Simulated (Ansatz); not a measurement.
# Ru: response to strain

Aim: deform Ru (equal xy, yz and zx engineering shear strains of +2 %) and compute stress, forces and field gradients with LAPW, PAW and all-electron datasets made for the crystal.

Computed with Ansatz 0.2.0 (DFT PBEsol, scalar-relativistic, unless a step's input says otherwise).

**1. Starting point**

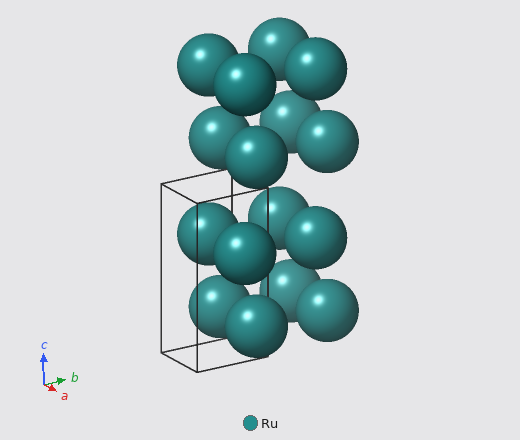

The starting structure, seen slightly off an axis (ruthenium teal). 2×2×2 cells are drawn.

Coordinates:

```cif
data_structure
_symmetry_space_group_name_H-M 'P 1'
_symmetry_Int_Tables_number 1
_cell_length_a 2.7058
_cell_length_b 2.7058
_cell_length_c 4.2819
_cell_angle_alpha 90.000
_cell_angle_beta 90.000
_cell_angle_gamma 120.000
_cell_volume 27.15
loop_
_atom_site_label
_atom_site_type_symbol
_atom_site_fract_x
_atom_site_fract_y
_atom_site_fract_z
_atom_site_occupancy
Ru1 Ru 0.33333 0.66667 0.25000 1
Ru2 Ru 0.66667 0.33333 0.75000 1
```

Atoms are numbered in the order of the input: Ru1, Ru2.

**2. After the deformation**

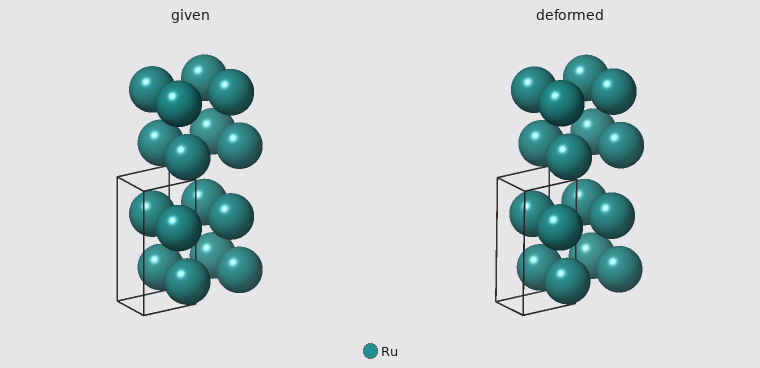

Given and deformed, at one scale.

Space group P6_3/mmc before, P-1 after.

**3. LAPW, all electrons**

Input file input.yaml:

```yaml
crystal:
  lattice:
    - [2.7057993342, 0.0270579933, 0.0270579933]
    - [-1.3294667575, 2.3297619643, 0.0099039129]
    - [0.042819, 0.042819, 4.2819]
  atoms:
    - { symbol: Ru, position: [0.3333333333, 0.6666666667, 0.25] }
    - { symbol: Ru, position: [0.6666666667, 0.3333333333, 0.75] }
kpoints:
  mp_grid: { grid: [14, 14, 8] }
  band_path:
    path:
      - [0.0, 0.0, 0.0]
      - [0.0, -0.5, 0.0]
      - [0.0, 0.0, 0.5]
      - [0.0, 0.0, 0.0]
      - [-0.5, 0.0, 0.0]
      - [-0.5, 0.5, -0.5]
      - [0.0, 0.0, 0.0]
      - [-0.5, 0.0, -0.5]
      - [-0.5, 0.5, 0.0]
    npoints: 5
scf:
  occupations: { method: fermi_dirac, width: 0.03 }
hamiltonian:
  xc: pbesol
  pseudopotentials: { kind: all_electron, lapw: { basis_error: 0.001 } }
output:
  forces: true
  stress: true
  eigenvalues: true
```

The run is started by

```console
> ansatz run input.yaml --threads 1 --pin off --max-ram 3072MiB --backend cpu --events-out ev --progress --plain --runs-dir out
```

The program printed, shortened:

```text
LAPW: plane waves up to 8.678 Å⁻¹, error target 1.0e-3 eV per atom; small_component_spin mean_spin; Ru in spheres of 1.312 Å, 32 of its electrons in bands, Dirac shells []
[...]
Pseudopotentials: kind: all_electron
Pseudopotential: Ru, LAPW, valence charge 32, Koelling and Harmon's equation, gaussian nucleus
Functional definition: PBEsol
[...]
Crystal: 2 atoms, lattice volume = 27.141 Å³
Basis set: ecut = 286.9538084215987 eV, 303 PW (Γ), exchange–correlation at level 2
Bands: 39, of which v1, the nominal top of the filled ones, is band 32 counted from 1 (31 counted from 0)
Symmetry: 2 space group operations
Space group: P-1 (ITA 2), of the structure as read, at distance tolerance 3.0e-5 Å
k-points: 788 of 1568
[...]
SCF iter   1: F=—  HF=-246467.368753 eV  |F-HF|=—  |Δ(HF+E_count)|=         —  Δρ=5.39e-2  dr2=4.00e-1  ethr=6.23e-4  ⟨swp⟩=2.6  Hψ=187980  notcnv=0
[...]
SCF iter   9: F=-246466.005761 eV  HF=-246466.005761 eV  |F-HF|=5.73e-9  |Δ(HF+E_count)|=   4.67e-8  Δρ=5.67e-6  dr2=6.85e-9  ethr=1.22e-10  ⟨swp⟩=2.0  Hψ=89230  notcnv=0
[...]
NSCF: frozen V_eff on 41 k-points
SCF converged after 9 iterations
Free energy (F): -246466.005761 eV
[...]
E sigma→0 (E₀):  -246466.002459 eV
Entropy (-TS):   -0.006604 eV (-3.302 meV/atom)
Fermi energy:    25.622931 eV
[...]
--- Forces (eV/Å), atoms counted from 1 ---
  atom   1  Ru    -0.06211809    -0.00205313     0.01801916
  atom   2  Ru     0.06211809     0.00205313    -0.01801916
[...]
--- Stress (GPa, compression-positive) ---
       -5.227053      -3.836959      -3.788477
       -3.836959      -5.255465      -3.806156
       -3.788477      -3.806156      -7.230872
  P = ⅓ Tr σ = -5.9045 GPa (-59.045 kbar)
--- Band table (eV; the first three rows and the last of 788) ---
[...]
```

It took 3.5 min on 1 thread of Arm Neoverse V2, shared host; peak memory 2 GiB.

Result: pressure -5.90 GPa; no gap; largest force 0.065 eV/Å.

**4. PAW with frozen cores**

Input file input.yaml:

```yaml
crystal:
  lattice:
    - [2.7057993342, 0.0270579933, 0.0270579933]
    - [-1.3294667575, 2.3297619643, 0.0099039129]
    - [0.042819, 0.042819, 4.2819]
  atoms:
    - { symbol: Ru, position: [0.3333333333, 0.6666666667, 0.25] }
    - { symbol: Ru, position: [0.6666666667, 0.3333333333, 0.75] }
kpoints:
  mp_grid: { grid: [14, 14, 8] }
scf:
  occupations: { method: fermi_dirac, width: 0.03 }
hamiltonian:
  xc: pbesol
  pseudopotentials: { kind: paw }
output:
  forces: true
  stress: true
  eigenvalues: true
  efg: { contact_densities: true }
```

The run is started by

```console
> ansatz run input.yaml --threads 1 --pin off --max-ram 3072MiB --backend cpu --events-out ev --progress --plain --runs-dir out
```

The program printed, shortened:

```text
Ru: output.efg is read without spin–orbit coupling, which moves field gradients at and beside such atoms by some per cent and up to a factor of two; PAW files take it under magnetization.noncollinear and magnetization.spin_orbit
[...]
Pseudopotentials: kind: paw
Pseudopotential: Ru, paw, valence charge 16, recommended cutoff 420 eV (normal)
[... 1 set-up line as earlier in the session ...]
[...]
Crystal: 2 atoms, lattice volume = 27.141 Å³
Basis set: ecut = 420 eV, 543 PW (Γ), exchange–correlation on 40×36×60 points (8 copies of the dense FFT grid, shifted against one another)
Bands: 20, of which v1, the nominal top of the filled ones, is band 16 counted from 1 (15 counted from 0)
[... 2 set-up lines as earlier in the session ...]
k-points: 788 of 1568
[...]
  atom   2  Ru     0.06203096     0.00212540    -0.01819656
[...]
--- Stress (GPa, compression-positive) ---
       -5.212904      -3.839045      -3.788199
       -3.839045      -5.242712      -3.806062
       -3.788198      -3.806061      -7.191273
  P = ⅓ Tr σ = -5.8823 GPa (-58.823 kbar)
--- PAW observables at the nuclei: V_zz in 10²¹ V/m², potentials from the cell's mean, atoms counted from 1 ---
  atom   1  Ru V_zz =    -1.188404   η = 0.4764   by run symmetry: allowed
            electrostatic potential = -6805.277334 V   contact ρ = 718383.771210 e/Å³
  atom   2  Ru V_zz =    -1.188404   η = 0.4764   by run symmetry: allowed
            electrostatic potential = -6805.277334 V   contact ρ = 718383.771210 e/Å³
--- Band table (eV; the first three rows and the last of 788) ---
  k-point 0: bands = ["-49.6776", "-49.4695", "-20.1958", "-19.2542", "-19.2348", "-19.0916", "-19.0627", "-19.0276", "15.3280", "17.1476", "20.5986", "20.9270", "20.9680", "21.2977", "21.6302", "21.9851", "22.0422", "24.5301", "24.6254", "24.6255"]
[...]
```

Run time: 16 s. Hardware: 1 thread of Arm Neoverse V2, shared host; peak memory 0.59 GiB.

In short: pressure -5.88 GPa; no gap; largest force 0.065 eV/Å; Vzz Ru1 -1.19 (η = 0.48) (10²¹ V/m²).

**5. Datasets made for this crystal**

Edit input.yaml of step 4 so:

```diff
@@ -14,3 +14,3 @@
   xc: pbesol
-  pseudopotentials: { kind: paw }
+  pseudopotentials: { kind: all_electron, datasets: crystal }
 output:
```

The run is started by

```console
> ansatz run input.yaml --threads 1 --pin off --max-ram 3072MiB --backend cpu --events-out ev --progress --plain --runs-dir out
```

The program printed, shortened:

```text
[...]
band count auto-derived: 13 (N_el = 16.0; filled up to band 8; 12 by the electrons, moments and atoms)
Ru: output.efg is read without spin–orbit coupling, which moves field gradients at and beside such atoms by some per cent and up to a factor of two; PAW files take it under magnetization.noncollinear and magnetization.spin_orbit
[...]
[... 1 set-up line as earlier in the session ...]
Pseudopotential: Ru, paw, valence charge 16, recommended cutoff 320 eV (normal), Koelling and Harmon's equation, gaussian nucleus
[... 1 set-up line as earlier in the session ...]
[...]
Crystal: 2 atoms, lattice volume = 27.141 Å³
Basis set: ecut = 320 eV, 337 PW (Γ), exchange–correlation on 32×32×50 points (8 copies of the dense FFT grid, shifted against one another)
Bands: 13, of which v1, the nominal top of the filled ones, is band 8 counted from 1 (7 counted from 0)
[... 1 set-up line as earlier in the session ...]
[...]
  atom   1  Ru    -0.06211794    -0.00205010     0.01840413
  atom   2  Ru     0.06211794     0.00205010    -0.01840413
[...]
--- Stress (GPa, compression-positive) ---
       -5.226529      -3.837069      -3.788645
       -3.837069      -5.255011      -3.806350
       -3.788645      -3.806350      -7.231448
  P = ⅓ Tr σ = -5.9043 GPa (-59.043 kbar)
  It holds what live shells' own plane waves past their cutoff add
--- PAW observables at the nuclei: V_zz in 10²¹ V/m², potentials from the cell's mean, atoms counted from 1 ---
  atom   1  Ru V_zz =    -1.319025   η = 0.4767   by run symmetry: allowed
            electrostatic potential = -6803.611284 V   contact ρ = 718412.255343 e/Å³
  atom   2  Ru V_zz =    -1.319025   η = 0.4767   by run symmetry: allowed
            electrostatic potential = -6803.611284 V   contact ρ = 718412.255343 e/Å³
--- Band table (eV; the first three rows and the last of 788) ---
  k-point 0: bands = ["17.5715", "19.3918", "22.8446", "23.1735", "23.2142", "23.5437", "23.8764", "24.2315", "24.2887", "26.7767", "26.8655"]
[...]
```

Wall time 61 s (1 thread of Arm Neoverse V2, shared host); peak memory 1.3 GiB.

Read from it: pressure -5.90 GPa; no gap; largest force 0.065 eV/Å; Vzz Ru1 -1.32 (η = 0.48) (10²¹ V/m²).

**6. Side by side**

Stress (GPa, compression positive):

```
          method     xx     yy     zz     yz     xz     xy
            LAPW  -5.23  -5.26  -7.23  -3.81  -3.79  -3.84
             PAW  -5.21  -5.24  -7.19  -3.81  -3.79  -3.84
crystal datasets  -5.23  -5.26  -7.23  -3.81  -3.79  -3.84
```

Forces (eV/Å):

```
atom  LAPW x  LAPW y  LAPW z   PAW x   PAW y   PAW z  crystal datasets x  crystal datasets y  crystal datasets z
 Ru1  -0.062  -0.002   0.018  -0.062  -0.002   0.018              -0.062              -0.002               0.018
 Ru2   0.062   0.002  -0.018   0.062   0.002  -0.018               0.062               0.002              -0.018
```

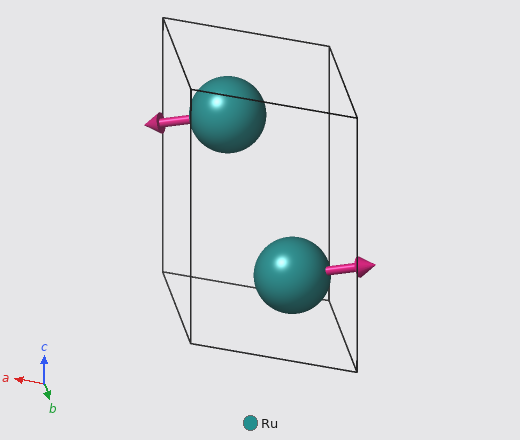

Forces of the LAPW run as arrows; the longest is 0.065 eV/Å.

| method | pressure (GPa) | largest force (eV/Å) | Vzz Ru1 (10²¹ V/m²) | SCF cycles, all passes |
| --- | --- | --- | --- | --- |
| LAPW | -5.90 | 0.065 | – | 9 |
| PAW | -5.88 | 0.065 | -1.19 | 6 |
| crystal datasets | -5.90 | 0.065 | -1.32 | 8 |

**7. Results**

| quantity | value |
| --- | --- |
| pressure | LAPW -5.90, PAW -5.88, crystal datasets -5.90 GPa |
| largest shear or deviatoric stress (LAPW) | 3.84 GPa |

What this shows: The largest part of the stress beyond the pressure is 3.84 GPa in size; the atoms are carried along and not relaxed. No run of the undeformed cell stands beside it, so the pressure holds what the given cell had before the change. PAW: stress within 0.04 GPa of LAPW, forces within 1 meV/Å. Crystal datasets: stress within 0.01 GPa of LAPW, forces within 1 meV/Å.
